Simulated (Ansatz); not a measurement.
Electronic density of states of amorphous Si30N41B, density 2.92 g/cm³, on a 2×2×2 Γ-centred mesh with a Gaussian width of 0.1 eV; energies count from the Fermi level, whose place inside the gap is arbitrary. Cell and mesh are small, so fine structure isn't converged. Calculation: PBE, scalar-relativistic without spin-orbit coupling (plane waves to 420 eV, PAW; Ansatz, an electronic-structure program). Sampling: a 2×2×2 Γ-centred mesh; Fermi-Dirac width 0.02 eV; no spin polarisation. At PBE the levels at the filled edge of the gap are localised (band-tail or defect states).

A CHGNet melt-quench gave the starting glass, which DFT then relaxed. N atoms were pushed apart under 1.9 Å during the dynamics, to hinder bonds among them. The hot cell started wider than the set density and was brought back towards it in steps. It is the lowest in DFT energy of 2 quenches. It is a model cell: composition and starting density were chosen by hand, and all elements were melted together. No dispersion term was used. Its density started from a set value of 2.92 and ended at 2.92 g/cm³. Cooling (nominally 450 K/ps over its main leg) ran many orders faster than in experiment, which tends to leave more defects and strain. One small periodic cell is one sample of the glass; other quenches scatter about these values. The volume was held where the preparation left it and the shape relaxed, at a PBE pressure of -3.2 GPa (tension). Stress components on the final sampling reach 3.2 GPa.

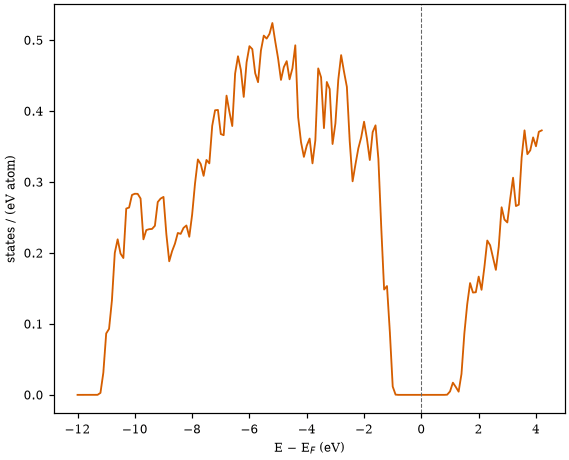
*Density of states per atom*

The level gap on this mesh is 2.27 eV; the broadening fills part of it in the curve.
